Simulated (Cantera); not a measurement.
Charge: 1 mol CaCO3, 0.44 mol H2O, 0.15 mol O2, at 16.0 Pa.

These are equilibrium values from Cantera (NASA tables, ideal gas, pure condensed phases), not measurements of a reactor. Candidate condensed phases: C, C6H6, C7H8, C8H18, Ca, CaCO3, CaO, Ca(OH)2, H2O; 115 gas species. Rates play no part.

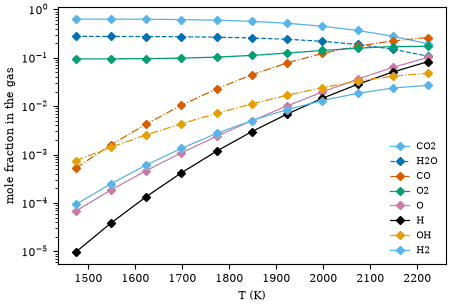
Figure. Equilibrium gas composition (values under 1e-9 drawn at 1e-9)

Read off the mole fractions at 1623 K.

CO2 about 0.62, H2O about 0.27, O2 about 0.096, CO about 0.0043, OH about 0.0025, H2 about 0.00061, O about 0.00046, H about 0.00013.
